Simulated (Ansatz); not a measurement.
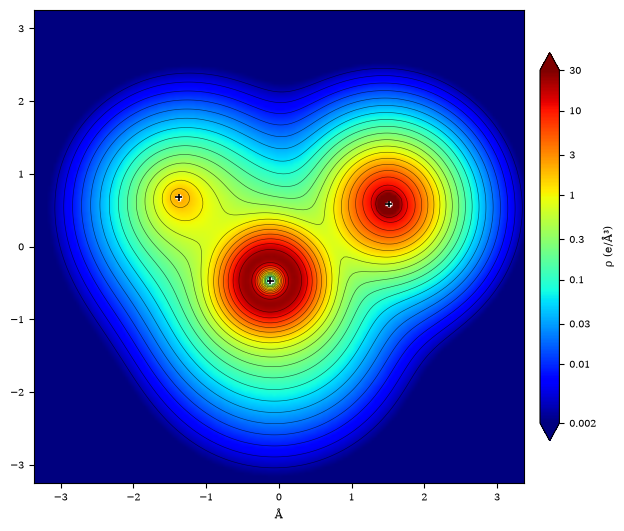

The electron density on a plane through atoms (crosses mark nuclei in the plane).

Method: RKS PBE0-D4/def2-TZVP in Ansatz.

Candidates:
A. GeH$_{6}$Si
B. P$_{4}$
C. FH$_{3}$Sn

> Which candidate gave the map?

Candidate C: FH$_{3}$Sn on the plane of atoms F2, Sn1 and H3, which holds Sn, F and H. Sn–F (1.94 Å): the density is about 0.8 e/Å³ at the midpoint. Sn–H (1.71 Å): the density is about 1.2 e/Å³ at the midpoint.
